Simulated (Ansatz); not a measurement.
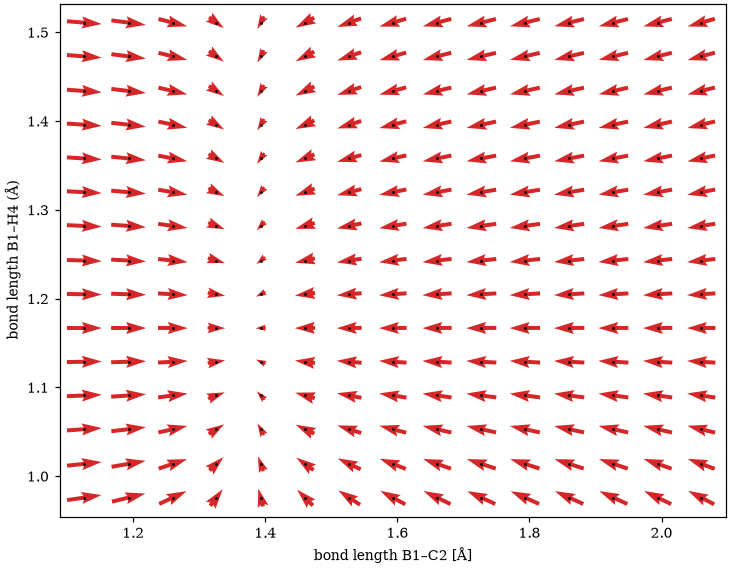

CH₂BN, SMILES B=C=N. Coordinates scanned: (1) bond length B1–C2; (2) bond length B1–H4. Nothing is relaxed (all other coordinates rigid). The grid has 15 × 15 points. The reference is spin-restricted, which grows unreliable where a bond is stretched far. Theory: RHF/def2-TZVP in Ansatz.

The picture shows dots at the grid points, arrows along the force (downhill), their lengths compressed.

Q: The arrows alone are given. Where is the energy lowest?

A: The arrows converge at about bond length B1–C2 = 1.373 Å, bond length B1–H4 = 1.162 Å (read from the interpolated surface).

The energy map of the same scan:

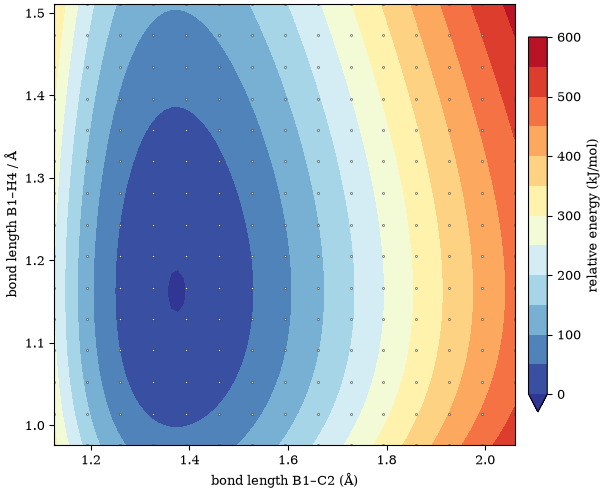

Energies are in kJ/mol, from the lowest grid point; between grid points the surface is interpolated.
